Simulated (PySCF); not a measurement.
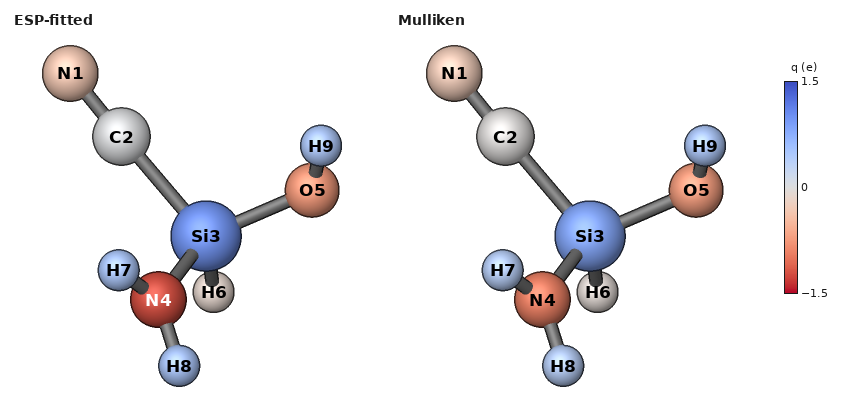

Atomic charges of one calculation by 2 schemes, on one colour scale. The computed structure is the end point of a PBE0-D3(BJ)/def2-SVP optimisation. No frequency run is at hand to confirm it as a minimum. Method: PBE0/6-31G* (PySCF 2.14.0).

**Which scheme gives the most polar picture (largest mean size of the charges)?**

The ESP-fitted charges are the largest in size here.

**On which atom do the schemes disagree most?**

On N4 (from −1.21 to −0.92 e).

List the charges (e), one line for each set of equivalent atoms.

```csv
atom,ESP-fitted,Mulliken
N1,−0.32,−0.27
C2,0.02,−0.02
Si3,0.96,0.80
N4,−1.21,−0.92
O5,−0.73,−0.71
H6,−0.11,−0.07
H7,0.47,0.37
H8,0.47,0.37
H9,0.46,0.45
```
